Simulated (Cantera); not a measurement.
A closed system holds: 1 mol SiO₂, a varied amount of CH₄, 0.35 mol CO, held at 1175 K and 1.00 bar.

Method: chemical equilibrium by Gibbs-energy minimisation in Cantera with the NASA 1993 tables (ideal gas, pure condensed phases). Candidate condensed phases: C, C₆H₆, C₇H₈, C₈H₁₈, H₂O, Si, SiC, SiO₂; 123 gas species. The tables hold silica as quartz up to 1696 K and as liquid above; real silica turns to tridymite and cristobalite and melts near 1996 K. Rates play no part.

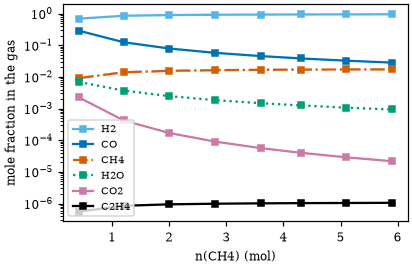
*Equilibrium gas composition (values under 1e-9 drawn at 1e-9)*

Question: Read off the mole fractions at 5.9 mol CH₄.

Answer: H₂ about 0.95, CO about 0.028, CH₄ about 0.017, H₂O about 0.00094, CO₂ about 2.2e-5, C₂H₄ about 1.1e-6.
